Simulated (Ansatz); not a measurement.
Take CeO₂ in the fluorite structure (space group Fm-3m, No. 225; a = 5.4645 Å) as the base.

Structures relaxed with PBE (Ansatz, a first-principles code; PAW; 420 eV plane waves; scalar-relativistic without spin-orbit coupling), earlier PAW set.

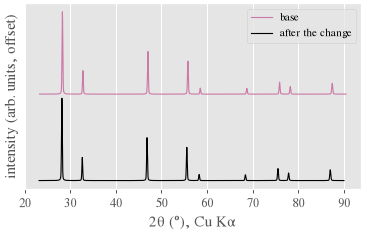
Figure: Simulated powder patterns before (top) and after one change

Q: Name the change that was made.
A. pressure 4.5 GPa
B. pressure 9 GPa
C. pressure −2 GPa
D. pressure 0.9 GPa

A: C, pressure −2 GPa. Its volume per atom is 13.76 Å³ against 13.60 Å³, and its space group is Fm-3m (No. 225).

Load acts through the strain it causes; cell and atoms are relaxed under it. No phonon test of stability was made. No other phases were tried under pressure. Seeded moments were not kept for the base. The final runs are not spin-polarised.
